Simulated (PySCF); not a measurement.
# C₅H₁₃NOSi₂: what the fields show

Input

```
{"job": {"kind": "nmr", "xc": "PBE0", "basis": "pcSseg-1"}, "charge": 0, "multiplicity": 1}
C     -1.252219     0.514616    -2.080859
C     -1.078140     0.161150    -0.811552
Si    -2.440567    -0.159852     0.470222
N     -3.893326    -0.250516    -0.458915
C      0.226600     0.143882    -0.151469
O      0.256173     0.268675     1.061638
C      1.495708    -0.029484    -0.933644
C      2.603250    -0.561681    -0.036309
Si     2.655024     0.308484     1.667429
H     -0.437831     0.798825    -2.731439
H     -2.240052     0.562557    -2.507893
H     -2.079756    -1.374325     1.212476
H     -2.620746     0.997632     1.338860
H     -3.941784    -0.887113    -1.238705
H     -4.767164    -0.267906     0.039839
H      1.766384     0.966894    -1.300902
H      1.320274    -0.667222    -1.804055
H      2.450664    -1.631415     0.112740
H      3.558280    -0.451263    -0.548157
H      4.097690     0.297241     2.005471
H      2.003891    -0.443841     2.730940
H      2.307233     1.724046     1.556795
```

Launched as:

```sh
OMP_NUM_THREADS=1 python probes_run.py task.json out
```

Geometry: GFN2-xTB.

Method: PBE0/pcSseg-1, SCF density, gas phase, non-relativistic (PySCF).

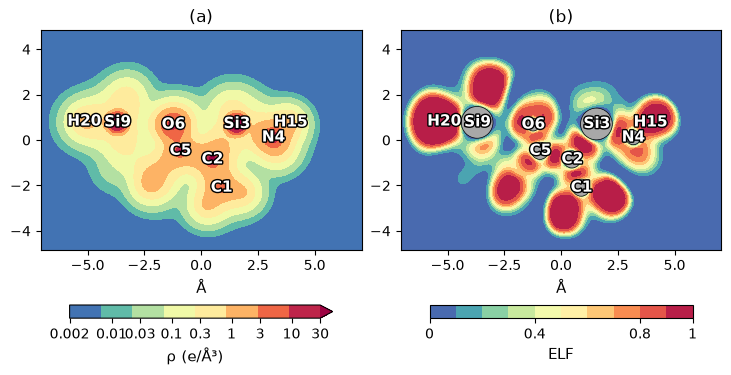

Figure 1. (a) electron density; (b) electron localisation function on the plane of atoms C2, Si3 and N4. Grey discs cover the atomic cores in the ELF map.

What does the map show?

- The section cuts through C, Si, N, O and H sites.
- C–O (1.22 Å): ρ is about 3.2 e/Å³ halfway; the ELF peaks at about 0.90 between the atoms (a short, multiple covalent bond).
- C–C (1.33 Å): ρ is about 2.3 e/Å³ halfway; the ELF peaks at about 0.95 between the atoms (a multiple bond).
- Si–N (1.73 Å): ρ at the midpoint is about 1.1 e/Å³; the ELF peaks at about 0.90 between the atoms; a polar covalent bond.
- C–Si (1.90 Å): the density is about 0.92 e/Å³ at the midpoint; the ELF peaks at about 1 between the atoms, as expected for localised, covalent bonding.
- N–H (1.01 Å): ρ is about 2.8 e/Å³ halfway; the ELF climbs to about 1 towards the hydrogen, as it does in any bond to H (a covalent bond by its length).
- The ELF also peaks beside O6, away from the bonds: lone-pair regions.

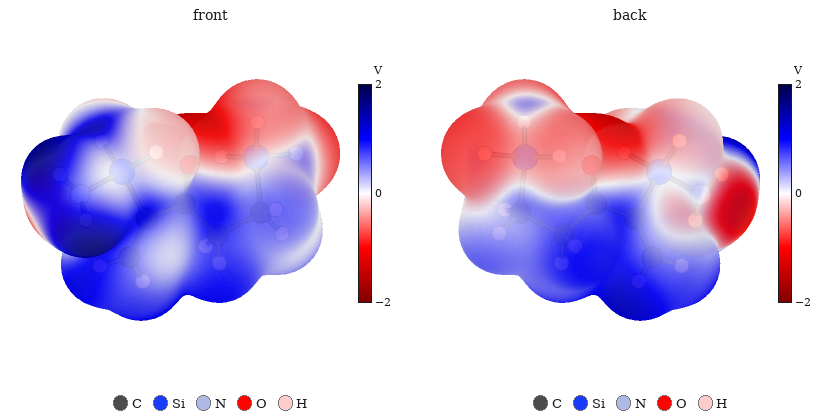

Figure 2. The molecular electrostatic potential painted on the density surface at 0.002 e/bohr³, seen from the front and from behind; the colour scale runs from red (negative) to blue (positive).

Which sites attract a positive test charge, and which a negative one?

A positive charge is drawn to the negative regions and a negative charge to the positive ones. The most negative region (about −1.4 V) lies over O6, the most positive (about +1.7 V) over H14 and H15. O6 is the likeliest acceptor of a hydrogen bond.

How polar is the molecule by this calculation?

Its dipole moment is 4.71 D.
